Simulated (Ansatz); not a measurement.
# The perfect Cu wire along [110], 9 atoms a period

What gap, if any, does the Cu wire along [110], 9 atoms a period have, and how many channels would it open?

Main program and level: Ansatz 0.2.0; DFT PBE, plane waves, PAW; relaxation of a wire's period; PAW set soft_1, in the first sound run; inputs show where later runs differ.

**1. Set-up**

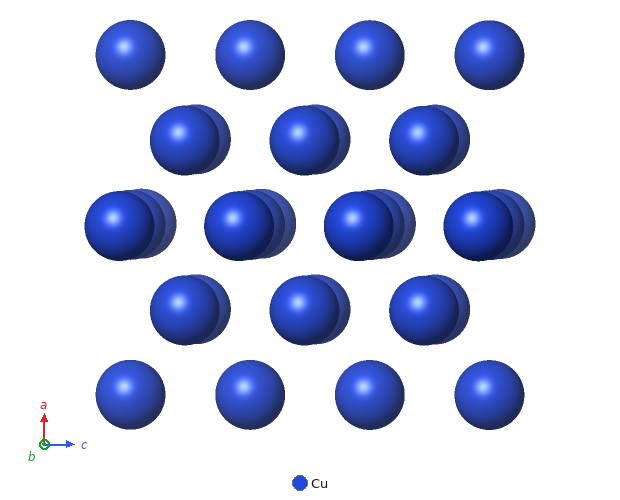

Start, viewed from the side, with the c axis across the page; copper blue. 1×1×3 cells are drawn. Some periodic images of atoms are drawn too.

The cell holds 9 atoms: 9 Cu. Its edges and angles: a = 14.060 Å, b = 11.934 Å, c = 2.567 Å, α = 90.0°, β = 90.0°, γ = 90.0°. Vacuum lies along a and b. The structure's axis is c.

**2. Relaxing the period**

Band widths follow the bond lengths, so the wire is relaxed first. The atoms and the third cell vector are free; the box across stays fixed as vacuum. A Fermi-Dirac smearing is set since the result may be a metal. The pressure printed is a third of the stress's trace over the whole box, vacuum included; only the stress along the axis is relaxed.

input.yaml reads:

```yaml
crystal:
  lattice:
    - [14.06, 0.0, 0.0]
    - [0.0, 11.934, 0.0]
    - [0.0, 0.0, 2.5667976157]
  atoms:
    - { symbol: Cu, position: [0.241820768, 0.499983041, 0.0] }
    - { symbol: Cu, position: [0.5, 0.284900285, 0.0] }
    - { symbol: Cu, position: [0.5, 0.499983041, 0.0] }
    - { symbol: Cu, position: [0.758179232, 0.499983041, 0.0] }
    - { symbol: Cu, position: [0.370910384, 0.392441663, 0.5] }
    - { symbol: Cu, position: [0.370910384, 0.60752442, 0.5] }
    - { symbol: Cu, position: [0.629089616, 0.392441663, 0.5] }
    - { symbol: Cu, position: [0.629089616, 0.60752442, 0.5] }
    - { symbol: Cu, position: [0.5, 0.715065798, 0.0] }
kpoints:
  mp_grid: { grid: [1, 1, 32] }
scf:
  occupations: { method: fermi_dirac, width: 0.05 }
hamiltonian:
  xc: pbe
  pseudopotentials: { kind: paw, azcp: { folder: soft_1 } }
relax:
  cell: { fix: [a, b, alpha, beta, gamma] }
  max_steps: 45
  f_tol: 0.03
```

On the command line:

```
ansatz run input.yaml --threads 4 --pin off --max-ram 16384MiB --backend cpu --events-out ev --progress --plain --runs-dir out
```

Numbers of over 12 decimals in the logs are rounded to 6 here.

Log:

```text
Engine: ansatz 0.2.0, aarch64-unknown-linux-gnu
Pseudopotentials: kind: paw
Pseudopotential: Cu, paw, valence charge 19, recommended cutoff 420 eV (normal), soft_1/Cu.paw.azcp
Functional definition: PBE
  parameter kappa = 0.804
  parameter beta = 0.066725
  exchange = pbe_x(kappa = kappa, mu = beta*pi^2/3)
  correlation = pbe_c(beta = beta)
Crystal: 9 atoms, lattice volume = 430.688 Å³
Basis set: ecut = 420 eV, 8433 PW (Γ), exchange–correlation on 192×160×36 points (8 copies of the dense FFT grid, shifted against one another)
Bands: 103, of which v1, the nominal top of the filled ones, is band 86 counted from 1 (85 counted from 0)
Symmetry: 8 space group operations
Space group: Pmmm (ITA 47), of the structure as read, at distance tolerance 7.6e-5 Å
k-points: 17 of 32
Non-local potential: Cu, projectors of the file, l = 0: 3, l = 1: 2, l = 2: 3, l = 3: 1
PAW form: soft (Blöchl's): semilocal exchange-correlation on the pseudo side does not see the compensation charge
PAW one-centre angular grid: Cu, 590 points (default); XC on 64 Gauss nodes
Initial density: superposition of atomic densities (neutral atoms: chi_scale 0, normalization atom)
Initial wavefunctions: pseudopotential atomic-orbital guess
Functional: x = pbe(κ = 0.804, μ = 0.219515), c = pbe(β = 0.066725)
SCF iter   1: F=—  HF=-59626.587013 eV  |F-HF|=—  |Δ(HF+E_count)|=         —  Δρ=1.09e-1  dr2=3.22e1  ethr=3.10e-3  ⟨swp⟩=7.6  Hψ=7501  notcnv=0  defer=14
preconditioner: auto → LDOS  [metal: Δε(μ)=0.088 eV  Ē_g=6.204 eV  σ=0.050 eV  W_gap=0.41  n_scr=74 (ndim 8)  ℏωp=17.8 eV  f_vac=0.654  D(μ)=3.97/eV (n_scr^D=20)  β→1.0]
SCF iter   2: F=—  HF=-59656.802357 eV  |F-HF|=—  |Δ(HF+E_count)|=    3.02e1  Δρ=2.14e-1  dr2=1.09e2  ethr=3.10e-3  ⟨swp⟩=4.0  Hψ=5571  notcnv=0  defer=141  recentre
SCF iter   3: F=—  HF=-59621.394776 eV  |F-HF|=—  |Δ(HF+E_count)|=    3.54e1  Δρ=3.50e-2  dr2=3.43e0  ethr=3.10e-3  ⟨swp⟩=4.0  Hψ=4717  notcnv=0  defer=174
SCF iter   4: F=—  HF=-59620.914094 eV  |F-HF|=—  |Δ(HF+E_count)|=   4.81e-1  Δρ=1.41e-2  dr2=5.04e-1  ethr=2.01e-3  ⟨swp⟩=2.1  Hψ=3455  notcnv=0  defer=168
SCF iter   5: F=—  HF=-59620.828347 eV  |F-HF|=—  |Δ(HF+E_count)|=   8.57e-2  Δρ=3.75e-3  dr2=3.31e-2  ethr=2.95e-4  ⟨swp⟩=2.0  Hψ=2890  notcnv=0  defer=169
SCF iter   6: F=—  HF=-59620.834656 eV  |F-HF|=—  |Δ(HF+E_count)|=   6.31e-3  Δρ=1.51e-3  dr2=4.60e-3  ethr=1.94e-5  ⟨swp⟩=2.0  Hψ=2574  notcnv=0  defer=169
SCF iter   7: F=—  HF=-59620.840172 eV  |F-HF|=—  |Δ(HF+E_count)|=   5.52e-3  Δρ=7.80e-4  dr2=1.58e-3  ethr=2.69e-6  ⟨swp⟩=2.0  Hψ=2513  notcnv=0  defer=169
SCF iter   8: F=—  HF=-59620.841697 eV  |F-HF|=—  |Δ(HF+E_count)|=   1.52e-3  Δρ=4.86e-4  dr2=6.33e-4  ethr=9.26e-7  ⟨swp⟩=2.0  Hψ=2509  notcnv=0  defer=169
SCF iter   9: F=—  HF=-59620.841628 eV  |F-HF|=—  |Δ(HF+E_count)|=   6.91e-5  Δρ=1.30e-4  dr2=7.48e-5  ethr=3.70e-7  ⟨swp⟩=2.0  Hψ=2384  notcnv=0  defer=169
SCF iter  10: F=—  HF=-59620.841830 eV  |F-HF|=—  |Δ(HF+E_count)|=   2.02e-4  Δρ=3.82e-5  dr2=6.58e-6  ethr=4.37e-8  ⟨swp⟩=2.0  Hψ=2463  notcnv=0  defer=169
SCF iter  11: F=—  HF=-59620.841842 eV  |F-HF|=—  |Δ(HF+E_count)|=   1.24e-5  Δρ=1.15e-5  dr2=5.04e-7  ethr=3.85e-9  ⟨swp⟩=2.0  Hψ=2419  notcnv=0  defer=169
SCF iter  12: F=—  HF=-59620.841844 eV  |F-HF|=—  |Δ(HF+E_count)|=   1.14e-6  Δρ=6.36e-6  dr2=1.07e-7  ethr=5.85e-11  ⟨swp⟩=5.0  Hψ=6251  notcnv=0
SCF iter  13: F=-59620.841844 eV  HF=-59620.841844 eV  |F-HF|=6.47e-8  |Δ(HF+E_count)|=   3.92e-7  Δρ=4.85e-6  dr2=6.27e-8  ethr=5.85e-11  ⟨swp⟩=4.0  Hψ=5570  notcnv=0
SCF 1 converged in 13 iterations: F = -59620.841844 eV  dr2 = 6.27e-8
  greatest PAW one-centre occupation: 1.000 electrons in one spin orbital (limit 2), on the Cu atom at site 3 (counted from 0), in its partial waves of l = 0
relax step   1: F+E_penalty+E_count = -59620.84184384 eV  Δ(F+E_penalty+E_count) = +0.000e0 eV  max|allowed force component| = 6.180e-1 eV/Å  Δτ_max = 0.0000 Å  P = -1.818 GPa  Ω = 430.688 Å³  fix = [a, b, alpha, beta, gamma]  reactions: a -1.583, b -1.267 GPa  (13 SCF iters, dr2 threshold 1.00e-7 eV, accepted)
Crystal: 9 atoms, lattice volume = 424.063 Å³
Basis set: ecut = 420 eV, 8281 PW (Γ), exchange–correlation on 192×160×36 points (8 copies of the dense FFT grid, shifted against one another)
Initial density: handed on by an earlier stage of this run
Initial wavefunctions: those handed on with the density
iter 1 solved again at ethr=6.55e-5 eV; its pass at ethr=3.10e-3 eV (dr2=1.12e-1 eV) is discarded
SCF iter   1: F=—  HF=-59621.042462 eV  |F-HF|=—  |Δ(HF+E_count)|=         —  Δρ=6.72e-3  dr2=1.13e-1  ethr=6.55e-5  ⟨swp⟩=3.1  Hψ=8233  notcnv=0
preconditioner: auto → LDOS  [insulator: Δε(μ)=0.122 eV  Ē_g=6.967 eV  σ=0.050 eV  W_gap=0.52  n_scr=74 (ndim 8)  ℏωp=17.9 eV  f_vac=0.660  D(μ)=2.84/eV (n_scr^D=16)  ε∞_Penn≈7.6  β→1.0]
SCF iter   2: F=—  HF=-59621.157664 eV  |F-HF|=—  |Δ(HF+E_count)|=   1.15e-1  Δρ=1.67e-2  dr2=6.52e-1  ethr=6.55e-5  ⟨swp⟩=3.0  Hψ=4021  notcnv=0  recentre
SCF iter   3: F=—  HF=-59621.024570 eV  |F-HF|=—  |Δ(HF+E_count)|=   1.33e-1  Δρ=2.84e-3  dr2=2.00e-2  ethr=6.55e-5  ⟨swp⟩=2.2  Hψ=3528  notcnv=0  defer=184
SCF iter   4: F=—  HF=-59621.020590 eV  |F-HF|=—  |Δ(HF+E_count)|=   3.98e-3  Δρ=7.36e-4  dr2=1.23e-3  ethr=1.17e-5  ⟨swp⟩=2.0  Hψ=2378  notcnv=0  defer=184
SCF iter   5: F=—  HF=-59621.020441 eV  |F-HF|=—  |Δ(HF+E_count)|=   1.48e-4  Δρ=2.63e-4  dr2=1.54e-4  ethr=7.18e-7  ⟨swp⟩=2.9  Hψ=2513  notcnv=0  defer=184
SCF iter   6: F=—  HF=-59621.020660 eV  |F-HF|=—  |Δ(HF+E_count)|=   2.19e-4  Δρ=7.76e-5  dr2=1.87e-5  ethr=8.99e-8  ⟨swp⟩=2.0  Hψ=2483  notcnv=0  defer=184
SCF iter   7: F=—  HF=-59621.020668 eV  |F-HF|=—  |Δ(HF+E_count)|=   7.61e-6  Δρ=4.82e-5  dr2=6.07e-6  ethr=1.09e-8  ⟨swp⟩=2.0  Hψ=2620  notcnv=0  defer=184
SCF iter   8: F=-59621.020668 eV  HF=-59621.020667 eV  |F-HF|=1.86e-7  |Δ(HF+E_count)|=   6.44e-7  Δρ=1.21e-5  dr2=6.17e-7  ethr=5.26e-10  ⟨swp⟩=3.0  Hψ=6663  notcnv=0
SCF 2 converged in 8 iterations: F = -59621.020668 eV  dr2 = 6.17e-7
relax step   2: F+E_penalty+E_count = -59621.02066760 eV  Δ(F+E_penalty+E_count) = -1.788e-1 eV  max|allowed force component| = 3.372e-1 eV/Å  Δτ_max = 0.0577 Å  P = -0.927 GPa  Ω = 424.063 Å³  energy of the carried Pulay correction = +1.403e-3 eV  fix = [a, b, alpha, beta, gamma]  reactions: a -0.745, b -0.636 GPa  (8 SCF iters, dr2 threshold 9.00e-7 eV, accepted)
Crystal: 9 atoms, lattice volume = 415.318 Å³
Basis set: ecut = 420 eV, 8081 PW (Γ), exchange–correlation on 192×160×36 points (8 copies of the dense FFT grid, shifted against one another)
iter 1 solved again at ethr=1.04e-4 eV; its pass at ethr=3.10e-3 eV (dr2=1.78e-1 eV) is discarded
SCF iter   1: F=—  HF=-59621.123745 eV  |F-HF|=—  |Δ(HF+E_count)|=         —  Δρ=8.65e-3  dr2=1.80e-1  ethr=1.04e-4  ⟨swp⟩=3.5  Hψ=8274  notcnv=0  defer=1
preconditioner: auto → LDOS  [metal: Δε(μ)=0.064 eV  Ē_g=7.151 eV  σ=0.050 eV  W_gap=0.28  n_scr=74 (ndim 8)  ℏωp=18.1 eV  f_vac=0.663  D(μ)=3.25/eV (n_scr^D=20)  β→1.0]
SCF iter   2: F=—  HF=-59621.265077 eV  |F-HF|=—  |Δ(HF+E_count)|=   1.41e-1  Δρ=1.92e-2  dr2=8.32e-1  ethr=1.04e-4  ⟨swp⟩=3.2  Hψ=4024  notcnv=0  recentre
SCF iter   3: F=—  HF=-59621.095589 eV  |F-HF|=—  |Δ(HF+E_count)|=   1.69e-1  Δρ=3.79e-3  dr2=3.39e-2  ethr=1.04e-4  ⟨swp⟩=2.5  Hψ=3536  notcnv=0  defer=179
SCF iter   4: F=—  HF=-59621.088888 eV  |F-HF|=—  |Δ(HF+E_count)|=   6.70e-3  Δρ=1.09e-3  dr2=2.85e-3  ethr=1.98e-5  ⟨swp⟩=2.0  Hψ=2429  notcnv=0  defer=179
SCF iter   5: F=—  HF=-59621.088549 eV  |F-HF|=—  |Δ(HF+E_count)|=   3.38e-4  Δρ=3.06e-4  dr2=1.98e-4  ethr=1.67e-6  ⟨swp⟩=2.8  Hψ=2423  notcnv=0  defer=179
SCF iter   6: F=—  HF=-59621.088877 eV  |F-HF|=—  |Δ(HF+E_count)|=   3.28e-4  Δρ=1.52e-4  dr2=5.73e-5  ethr=1.16e-7  ⟨swp⟩=2.2  Hψ=2594  notcnv=0  defer=179
SCF iter   7: F=—  HF=-59621.088882 eV  |F-HF|=—  |Δ(HF+E_count)|=   4.54e-6  Δρ=5.90e-5  dr2=9.04e-6  ethr=3.35e-8  ⟨swp⟩=2.1  Hψ=2585  notcnv=0  defer=179
SCF iter   8: F=—  HF=-59621.088882 eV  |F-HF|=—  |Δ(HF+E_count)|=   9.08e-8  Δρ=2.33e-5  dr2=1.95e-6  ethr=5.29e-9  ⟨swp⟩=2.8  Hψ=2723  notcnv=0  defer=179
SCF iter   9: F=-59621.088883 eV  HF=-59621.088883 eV  |F-HF|=1.97e-7  |Δ(HF+E_count)|=   4.90e-7  Δρ=8.97e-6  dr2=3.47e-7  ethr=5.26e-10  ⟨swp⟩=4.1  Hψ=5574  notcnv=0
SCF 3 converged in 9 iterations: F = -59621.088883 eV  dr2 = 3.47e-7
relax step   3: F+E_penalty+E_count = -59621.08888281 eV  Δ(F+E_penalty+E_count) = -6.822e-2 eV  max|allowed force component| = 9.381e-2 eV/Å  Δτ_max = 0.0606 Å  P = +0.253 GPa  Ω = 415.318 Å³  energy of the carried Pulay correction = +3.289e-3 eV  fix = [a, b, alpha, beta, gamma]  reactions: a +0.267, b +0.141 GPa  (9 SCF iters, dr2 threshold 9.00e-7 eV, accepted)
[...]
relax step   4: F+E_penalty+E_count = -59621.08768289 eV  Δ(F+E_penalty+E_count) = +1.200e-3 eV  max|allowed force component| = 7.008e-2 eV/Å  Δτ_max = 0.0330 Å  P = -0.022 GPa  Ω = 415.457 Å³  energy of the carried Pulay correction = +3.259e-3 eV  fix = [a, b, alpha, beta, gamma]  (8 SCF iters, dr2 threshold 5.50e-7 eV, rejected (line search))
[...]
relax step   5: F+E_penalty+E_count = -59621.09229569 eV  Δ(F+E_penalty+E_count) = -3.413e-3 eV  max|allowed force component| = 2.589e-3 eV/Å  Δτ_max = 0.0119 Å  P = -0.012 GPa  Ω = 416.631 Å³  energy of the carried Pulay correction = +3.004e-3 eV  fix = [a, b, alpha, beta, gamma]  reactions: a +0.016, b -0.059 GPa  (13 SCF iters, accepted)
Initial wavefunctions: pseudopotential atomic-orbital guess (no wavefunctions were taken with the density)
iter 1 solved again at ethr=5.84e-6 eV; its pass at ethr=3.10e-3 eV (dr2=9.98e-3 eV) is discarded
SCF iter   1: F=—  HF=-59621.088644 eV  |F-HF|=—  |Δ(HF+E_count)|=         —  Δρ=6.47e-5  dr2=4.05e-6  ethr=5.84e-6  ⟨swp⟩=3.4  Hψ=11898  notcnv=0
eigensolver tolerance schedule: the retry pair's looser diagonalisation over-reported the residual by 2460.64 of it (diagonalisation noise at an unbounded share of the residual, at the tolerance the schedule requests for it); recorded, not acted on — ethr = c·dr2/N_el stays at c = 1.0e-1
preconditioner: auto → LDOS  [metal: Δε(μ)=0.083 eV  Ē_g=7.190 eV  σ=0.050 eV  W_gap=0.37  n_scr=74 (ndim 8)  ℏωp=18.1 eV  f_vac=0.663  D(μ)=3.02/eV (n_scr^D=20)  β→1.0]
SCF iter   2: F=—  HF=-59621.088833 eV  |F-HF|=—  |Δ(HF+E_count)|=   1.89e-4  Δρ=3.10e-4  dr2=2.34e-4  ethr=2.37e-9  ⟨swp⟩=3.1  Hψ=4063  notcnv=0
SCF iter   3: F=—  HF=-59621.088863 eV  |F-HF|=—  |Δ(HF+E_count)|=   2.98e-5  Δρ=4.12e-4  dr2=3.78e-4  ethr=2.37e-9  ⟨swp⟩=3.6  Hψ=4320  notcnv=0
SCF iter   4: F=—  HF=-59621.088781 eV  |F-HF|=—  |Δ(HF+E_count)|=   8.23e-5  Δρ=4.25e-5  dr2=4.09e-6  ethr=2.37e-9  ⟨swp⟩=3.0  Hψ=4025  notcnv=0
SCF iter   5: F=—  HF=-59621.088800 eV  |F-HF|=—  |Δ(HF+E_count)|=   1.91e-5  Δρ=7.81e-6  dr2=2.06e-7  ethr=2.37e-9  ⟨swp⟩=2.0  Hψ=2536  notcnv=0
SCF iter   6: F=—  HF=-59621.088800 eV  |F-HF|=—  |Δ(HF+E_count)|=   1.97e-8  Δρ=5.96e-6  dr2=9.24e-8  ethr=1.21e-10  ⟨swp⟩=2.1  Hψ=3210  notcnv=0
SCF iter   7: F=—  HF=-59621.088800 eV  |F-HF|=—  |Δ(HF+E_count)|=   7.98e-9  Δρ=8.91e-7  dr2=2.17e-9  ethr=5.40e-11  ⟨swp⟩=2.0  Hψ=2503  notcnv=0
SCF iter   8: F=—  HF=-59621.088800 eV  |F-HF|=—  |Δ(HF+E_count)|=  5.38e-10  Δρ=5.14e-7  dr2=7.24e-10  ethr=1.27e-12  ⟨swp⟩=2.9  Hψ=3482  notcnv=0
SCF iter   9: F=-59621.088800 eV  HF=-59621.088800 eV  |F-HF|=2.18e-11  |Δ(HF+E_count)|=  3.06e-10  Δρ=1.06e-7  dr2=3.67e-11  ethr=1.00e-12  ⟨swp⟩=3.9  Hψ=6911  notcnv=0
SCF 6 converged in 9 iterations: F = -59621.088800 eV  dr2 = 3.67e-11
relax step   6: F+E_penalty+E_count = -59621.08880018 eV  Δ(F+E_penalty+E_count) = +3.496e-3 eV  max|allowed force component| = 2.580e-3 eV/Å  Δτ_max = 0.0000 Å  P = -0.008 GPa  Ω = 416.631 Å³  fix = [a, b, alpha, beta, gamma]  reactions: a +0.019, b -0.056 GPa  stress off target by 1.38e-2 GPa on what of the cell is left free  SCF on the basis re-selected at this cell (its energy is not comparable with the rows above)  (9 SCF iters)
basis re-selected at this cell: Δ(F+E_penalty+E_count) = +3.496e-3 eV, ΔP = +0.004 GPa vs the last step (what re-selecting the basis moved, of the pressure what is left beyond the Pulay correction that the steps carried, after the strain that the cell walked since its last selection, with what the two solves' SCF thresholds leave and, on support functions, any second-order correction that the steps lacked; it is no m [...]
SCF converged after 9 iterations
Free energy (F): -59621.088800 eV
Harris-Foulkes:  -59621.088800 eV  (|F-HF|=2.18e-11)
Internal energy: -59621.063645 eV  (E = F + TS)
E sigma→0 (E₀):  -59621.076223 eV
Entropy (-TS):   -0.025155 eV (-2.795 meV/atom)
Fermi energy:    0.829547 eV
--- Per-component energies (eV) ---
  E_band       = -5895.509617
  E_kinetic    = 2354.884092
  E_local      = -162623.434996  (includes V_loc(G=0)·N_el)
  E_nonlocal   = 8047.423424
  E_hartree    = 76924.558346
  E_xc         = -610.103938
  E_vxc        = -786.686152  (∫ρ·V_xc dr)
  E_paw        = -16368.873818  (= ΣΔE_a)
  E_vpaw       = -6736.822090  (= ΣTr[D̂ρ^β])
  E_aug_tail   = 0.008994  (compensation charges beyond the density's cutoff)
  E_ewald      = 32654.474251
  E_smearing   = -0.025155  (= −TS)
  E_closure    = 0.000000  (closes the sum)
  Σ components = -59621.088800   (vs F -59621.088800, Δ=0.00e0)
--- Forces (eV/Å), atoms counted from 1 ---
  atom   1  Cu     0.00094638     0.00000000     0.00000000
  atom   2  Cu     0.00000000     0.00087759     0.00000000
  atom   3  Cu    -0.00000000     0.00000000     0.00000000
  atom   4  Cu    -0.00094638     0.00000000     0.00000000
  atom   5  Cu    -0.00258043    -0.00168782     0.00000000
  atom   6  Cu    -0.00258043     0.00168782     0.00000000
  atom   7  Cu     0.00258043    -0.00168782     0.00000000
  atom   8  Cu     0.00258043     0.00168782     0.00000000
  atom   9  Cu    -0.00000000    -0.00087759     0.00000000
  max |Σ_I F_I| component: 2.17e-19 eV/Å
--- Stress (GPa, compression-positive) ---
        0.018679       0.000000       0.000000
        0.000000      -0.056165       0.000000
        0.000000       0.000000       0.013799
  P = ⅓ Tr σ = -0.0079 GPa (-0.079 kbar)
--- Relaxed structure (5 steps of the walk, 4 accepted, 1 SCFs on fresh bases) ---
  F+E_penalty+E_count = -59621.08880018 eV   max|allowed force component| = 2.580e-3 eV/Å   (the final SCF, on the basis selected at the relaxed cell)
  cell:  # Å, volume = 416.6311 Å³
    - [14.06, 0.0, 0.0]
    - [0.0, 11.934, 0.0]
    - [0.0, 0.0, 2.483021]
  atoms:
    - { symbol: Cu, position: [0.249349, 0.499983, 0.0] }
    - { symbol: Cu, position: [0.500000, 0.293454, 0.0] }
    - { symbol: Cu, position: [0.500000, 0.499983, 0.0] }
    - { symbol: Cu, position: [0.750651, 0.499983, 0.0] }
    - { symbol: Cu, position: [0.369981, 0.390928, 0.500000] }
    - { symbol: Cu, position: [0.369981, 0.609039, 0.500000] }
    - { symbol: Cu, position: [0.630019, 0.390928, 0.500000] }
    - { symbol: Cu, position: [0.630019, 0.609039, 0.500000] }
    - { symbol: Cu, position: [0.500000, 0.706512, 0.0] }
```

Elapsed: 99 s, on 4 threads of Arm Neoverse V1, shared host; peak memory 1.4 GiB; 6.5 min of CPU time.

[end of part 1 of 2]

[Logs are printed without paths, hosts, clocks, repeated set-up lines and the standing remarks that a program may print on its own settings, such as how far it seeks lower states.]

[Hosts, paths, dates, database ids (printed as entryN), source tags and the programs' standing remarks are cut or masked in the printed files.]
